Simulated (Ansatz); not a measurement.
# C₄H₁₀Ge: basis-set convergence

How large a basis does C₄H₁₀Ge need? Two functionals are run in growing sets.

Method: one geometry, several basis sets; program: Ansatz 0.2.0, Gaussian basis.

Plan: PBE0-D4/def2-SVP; ωB97M-V/def2-SVP; PBE0-D4/def2-QZVPP; ωB97M-V/def2-QZVPP; the functionals' def2-TZVPP values are taken from earlier runs.

## (1) Structure used throughout

The geometry comes from an earlier relaxation with PBE0-D4 in a triple-zeta def2 set; it is a stationary point, not always the lowest conformer.

SMILES `C[CH2][Ge][CH2]C`, 15 atoms, charge 0, spin multiplicity 1.

Atoms are counted from 1 here; the program's logs count them from 0.

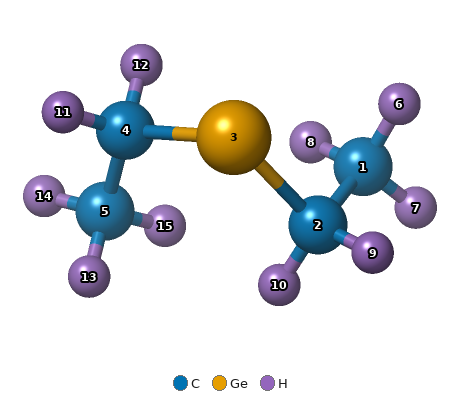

The geometry (carbon blue, germanium amber, hydrogen purple); atoms are numbered from 1 in the order of the file.

Coordinates:

```mol
C4H10Ge
  3D, bonds by distance, orders not assigned

 15 14  0  0  0  0  0  0  0  0999 V2000
   -0.4990    0.5604    1.8187 C   0  0
    0.9005    0.4059    1.2170 C   0  0
    1.0201   -1.4557    0.4904 Ge  0  0
   -0.0629   -1.2118   -1.1794 C   0  0
   -0.1609    0.1478   -1.8520 C   0  0
   -0.7147   -0.2164    2.5609 H   0  0
   -0.6155    1.5212    2.3284 H   0  0
   -1.2788    0.5025    1.0540 H   0  0
    1.6587    0.5419    1.9920 H   0  0
    1.0705    1.1623    0.4457 H   0  0
    0.2761   -1.9785   -1.8847 H   0  0
   -1.0604   -1.5603   -0.8635 H   0  0
    0.8205    0.5104   -2.1705 H   0  0
   -0.7955    0.1162   -2.7434 H   0  0
   -0.5806    0.9034   -1.1842 H   0  0
  1  2  8  0
  2  3  8  0
  3  4  8  0
  4  5  8  0
  1  6  8  0
  1  7  8  0
  1  8  8  0
  2  9  8  0
  2 10  8  0
  4 11  8  0
  4 12  8  0
  5 13  8  0
  5 14  8  0
  5 15  8  0
M  END
```

## (2) PBE0-D4 in def2-SVP

in.yaml

```yaml
crystal:
  periodic: [false, false, false]
  atoms:
    - {symbol: C, position_ang: [-0.499015, 0.560369, 1.818744]}
    - {symbol: C, position_ang: [0.900497, 0.405882, 1.216972]}
    - {symbol: Ge, position_ang: [1.020057, -1.455654, 0.490392]}
    - {symbol: C, position_ang: [-0.062886, -1.211759, -1.179432]}
    - {symbol: C, position_ang: [-0.160890, 0.147823, -1.852043]}
    - {symbol: H, position_ang: [-0.714667, -0.216437, 2.560898]}
    - {symbol: H, position_ang: [-0.615525, 1.521220, 2.328352]}
    - {symbol: H, position_ang: [-1.278768, 0.502521, 1.053975]}
    - {symbol: H, position_ang: [1.658662, 0.541912, 1.991992]}
    - {symbol: H, position_ang: [1.070463, 1.162257, 0.445669]}
    - {symbol: H, position_ang: [0.276057, -1.978483, -1.884709]}
    - {symbol: H, position_ang: [-1.060432, -1.560293, -0.863475]}
    - {symbol: H, position_ang: [0.820504, 0.510381, -2.170462]}
    - {symbol: H, position_ang: [-0.795488, 0.116159, -2.743409]}
    - {symbol: H, position_ang: [-0.580571, 0.903404, -1.184163]}
basis:
  gaussian: {orbitals: def2-SVP}
hamiltonian: {xc: pbe0, dispersion: d4}
output: {orbitals: {seedname: orbitals}}
```

Launch:

```console
$ ansatz run in.yaml --threads 2 --pin off --events-out ev --progress --plain --max-ram 32768MiB --backend cpu
```

The runs that follow: ωB97M-V in def2-SVP; PBE0-D4 in def2-QZVPP; ωB97M-V in def2-QZVPP.

**Question.** What will the summary of the whole plan be? Wanted: PBE0-D4: double and triple zeta above quadruple; ωB97M-V: double and triple zeta above quadruple.

The runs gave:

```
                                       quantity           value
PBE0-D4: double and triple zeta above quadruple  13.27, 1.47 eV
ωB97M-V: double and triple zeta above quadruple  13.53, 1.44 eV
```

For PBE0-D4 the step from double to triple zeta gains 11.80 eV and the next only 1.47 eV. Total energies overstate the basis error of differences, where much of it tends to cancel.
